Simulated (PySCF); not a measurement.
**NMR shielding calculation of C3H10O4Si3**

System: C3H10O4Si3.
Method: GIAO PBE0/pcSseg-1 NMR shielding, non-relativistic, gas phase (PySCF 2.14.0).

The geometry comes from this level: GFN2-xTB. It belongs to a series of runs on one base structure; here: H on C replaced by OCOCH3. Figures and captions count atoms from 1; the log counts them from 0 in places.

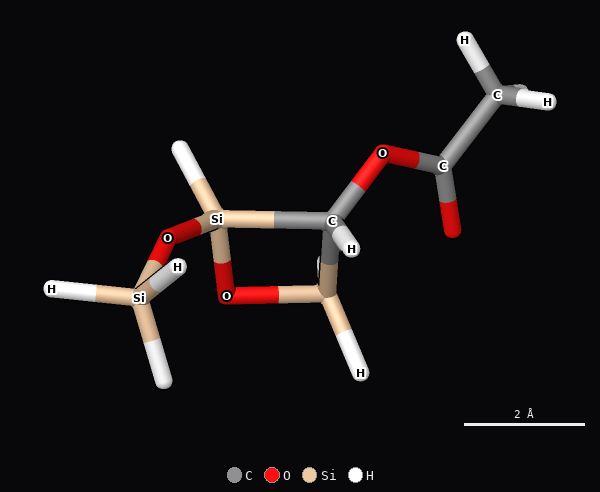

**Figure 1.** The structure as given in the input (stick view, seen at a tilt). Bond lengths as drawn: C–C 1.50 Å, C–H 1.09 Å, C–O 1.22 to 1.43 Å, C–Si 1.92 Å, H–Si 1.45 to 1.46 Å and O–Si 1.61 to 1.72 Å.

Input:
```
{"job": {"kind": "nmr", "xc": "PBE0", "basis": "pcSseg-1"}, "charge": 0, "multiplicity": 1}
C      3.806332    -0.117488    -0.314500
C      2.358441    -0.358041    -0.638272
O      1.982302    -0.870646    -1.678873
O      1.545656     0.031756     0.315050
C      0.161414    -0.233659     0.054402
Si    -0.290692    -0.286634    -1.809151
O     -1.671830     0.610264    -1.330261
Si    -1.237981     1.079552     0.169954
O     -2.364773     0.798254     1.278699
Si    -3.612788    -0.052868     1.879852
H      4.224362    -1.028548     0.110695
H      4.351281     0.115101    -1.224652
H      3.898137     0.684289     0.411685
H     -0.090492    -1.148501     0.599007
H     -0.721049    -1.573863    -2.314228
H      0.314272     0.664141    -2.726483
H     -0.866758     2.475019     0.285869
H     -3.085073    -0.674148     3.095337
H     -4.633629     0.953953     2.160497
H     -4.072281    -1.057254     0.923699
```

The first line tells a small driver script what to run in PySCF; the rest is the geometry in Å.

Machine: 1 CPU thread, shared host.

Run as:
```bash
OMP_NUM_THREADS=1 python <driver script> task.json out
```

The program's output:
```
coarse grid: 18680 points
cycle   1  E = -1288.5585618878  dE =  1.709e+00  |g| = 1.312e+00  |ddm| = 4.232e+00
cycle   2  E = -1287.9443949383  dE =  6.142e-01  |g| = 2.233e+00  |ddm| = 2.642e+00
cycle   3  E = -1288.8477524216  dE = -9.034e-01  |g| = 2.909e-01  |ddm| = 1.953e+00
cycle   4  E = -1288.8615425229  dE = -1.379e-02  |g| = 1.338e-01  |ddm| = 2.873e-01
cycle   5  E = -1288.8645319656  dE = -2.989e-03  |g| = 3.518e-02  |ddm| = 9.492e-02
cycle   6  E = -1288.8647744595  dE = -2.425e-04  |g| = 9.293e-03  |ddm| = 3.084e-02
cycle   7  E = -1288.8647879089  dE = -1.345e-05  |g| = 3.307e-03  |ddm| = 7.923e-03
cycle   8  E = -1288.8647900014  dE = -2.092e-06  |g| = 6.094e-04  |ddm| = 2.700e-03
final grid: 167960 points
cycle   9  E = -1288.9627652423  dE = -1.221e-05  |g| = 1.554e-02  |ddm| = 2.349e-02
cycle  10  E = -1288.9627028107  dE =  6.243e-05  |g| = 2.430e-02  |ddm| = 2.391e-02
cycle  11  E = -1288.9628066722  dE = -1.039e-04  |g| = 1.858e-03  |ddm| = 1.526e-02
cycle  12  E = -1288.9628072664  dE = -5.942e-07  |g| = 4.724e-04  |ddm| = 1.314e-03
cycle  13  E = -1288.9628073019  dE = -3.552e-08  |g| = 1.500e-04  |ddm| = 3.752e-04
cycle  14  E = -1288.9628073067  dE = -4.773e-09  |g| = 3.015e-05  |ddm| = 1.302e-04
cycle  15  E = -1288.9628073068  dE = -1.237e-10  |g| = 1.572e-05  |ddm| = 3.302e-05
```

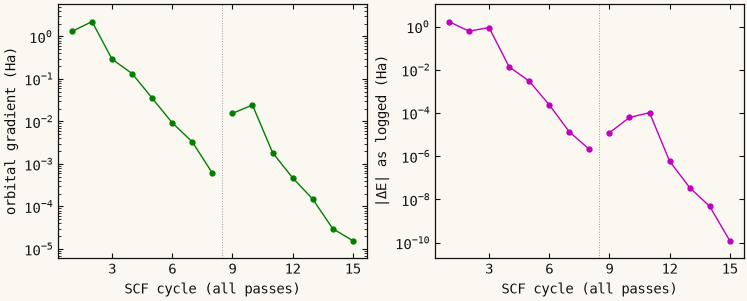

**Figure 2.** Convergence of the self-consistent field: orbital gradient and size of the energy change against the SCF cycle. The dotted line marks the change from a coarse to the final integration grid. The first 8 cycles use a coarse grid, the final grid takes over at cycle 9, and the field converges after 15 cycles in all.

```
converged SCF energy = -1288.9628073068

GIAO shielding tensors (ppm)
atom      isotropic    diamagn.    paramagn.     s11        s22        s33       span
  0 C      164.337     248.294     -83.957    145.391    154.181    193.440     48.049
  1 C        2.631     254.695    -252.064    -82.560     13.470     76.981    159.541
  2 O      -63.344     407.185    -470.529   -312.659   -169.845    292.473    605.132
  3 O      114.672     402.715    -288.043    -64.063    186.701    221.379    285.442
  4 C      115.214     263.258    -148.043     78.214    105.831    161.598     83.384
  5 Si     394.442     881.739    -487.297    371.107    388.150    424.071     52.964
  6 O      201.637     401.680    -200.043    133.140    217.322    254.447    121.307
  7 Si     382.059     882.344    -500.284    362.080    383.233    400.865     38.785
  8 O      284.680     400.811    -116.131    240.284    282.075    331.681     91.396
  9 Si     392.021     879.771    -487.750    355.643    361.705    458.716    103.073
 10 H       29.445      26.519       2.926     26.374     27.001     34.960      8.586
 11 H       29.587      26.332       3.255     25.459     28.079     35.223      9.764
 12 H       29.639      29.032       0.608     25.163     29.397     34.358      9.195
 13 H       27.634      37.120      -9.487     23.703     27.370     31.828      8.125
 14 H       26.302      31.217      -4.915     22.513     24.670     31.724      9.211
 15 H       26.561      31.723      -5.162     22.114     26.977     30.591      8.477
 16 H       26.554      30.990      -4.436     22.748     24.903     32.011      9.263
 17 H       26.518      29.731      -3.212     22.964     25.089     31.502      8.538
 18 H       26.520      27.372      -0.852     22.836     24.686     32.040      9.204
 19 H       26.476      29.671      -3.195     22.788     25.732     30.907      8.119
```

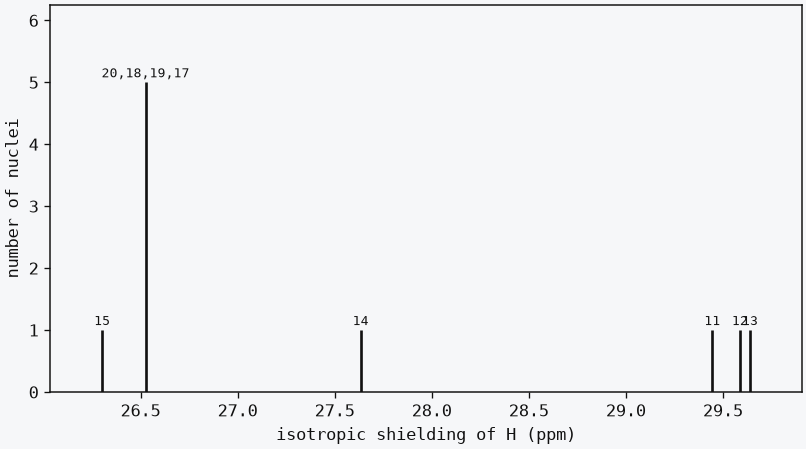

**Figure 3.** Isotropic shieldings of the hydrogen nuclei in this fixed geometry, labelled by atom number; shielding grows to the right, so chemical shift grows to the left. The least shielded is H15 (26.3 ppm), the most shielded H13 (29.6 ppm).

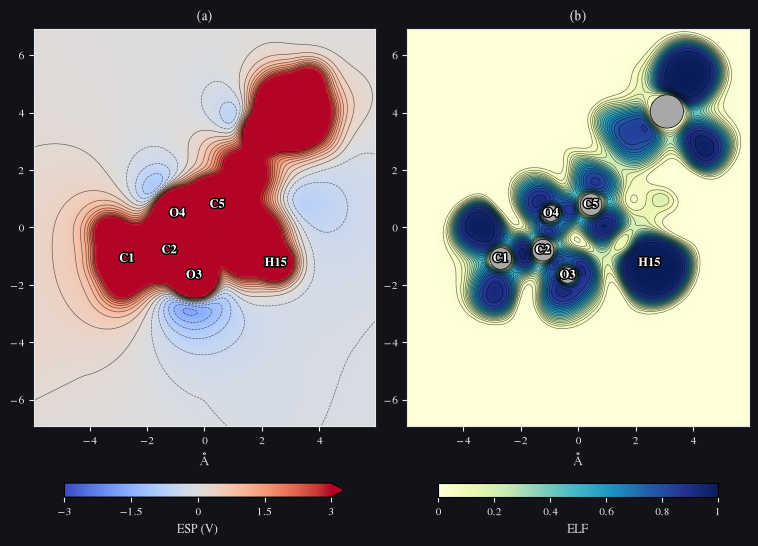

**Figure 4.** (a) molecular electrostatic potential; (b) ELF on the plane of atoms O3, C2 and O4. Grey discs, where drawn, cover atomic cores. Atoms in the plane: C, O and H. C–O (1.22 Å): the ELF peaks at about 0.85 between the atoms; a double or triple bond. C–O (1.31 Å): the ELF peaks at about 0.90 between the atoms (a shared but strongly polarised pair).

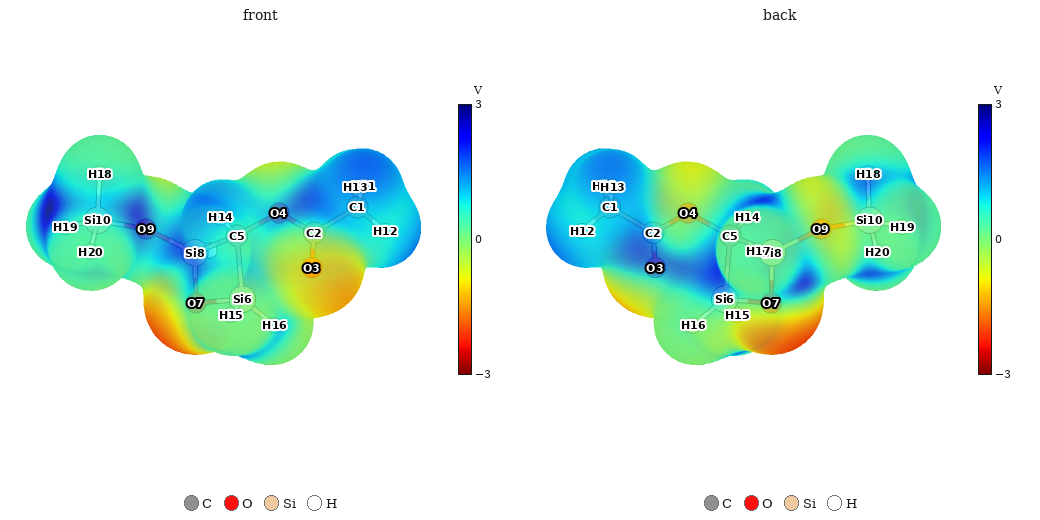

**Figure 5.** The molecular electrostatic potential painted on the density surface at 0.004 e/bohr³, seen at a tilt and from behind; the colour scale runs from red (negative) to blue (positive). Its dipole moment is 2.99 D.

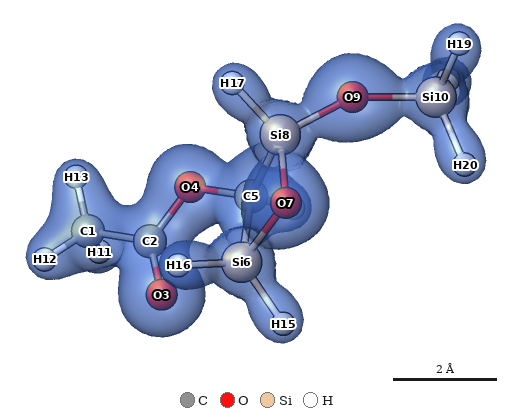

**Figure 6.** Isosurface of the electron density at 0.6 e/Å³ (blue), seen at an oblique angle. At this value the surface is in one piece. On the grid the lowest density along these lines, outside the cores, is 2.8 e/Å³ (C–O, 1.22 Å), 1.7 e/Å³ (C–C, 1.50 Å), 1 e/Å³ (Si–O, 1.61 Å) and 0.75 e/Å³ (C–Si, 1.92 Å).

Key numbers:

| quantity | value |
| --- | --- |
| outcome | converged |
| total energy | −1288.962807 hartree |
| HOMO | −7.71 eV |
| LUMO | −0.28 eV |
| dipole moment | 2.99 D |
| isotropic shielding, C | 2.6 to 164.3 ppm |
| isotropic shielding, O | −63.3 to 284.7 ppm |
| isotropic shielding, Si | 382.1 to 394.4 ppm |
| isotropic shielding, H | 26.3 to 29.6 ppm |
| wall time | 1.7 min |
| peak memory | 1.1 GiB |
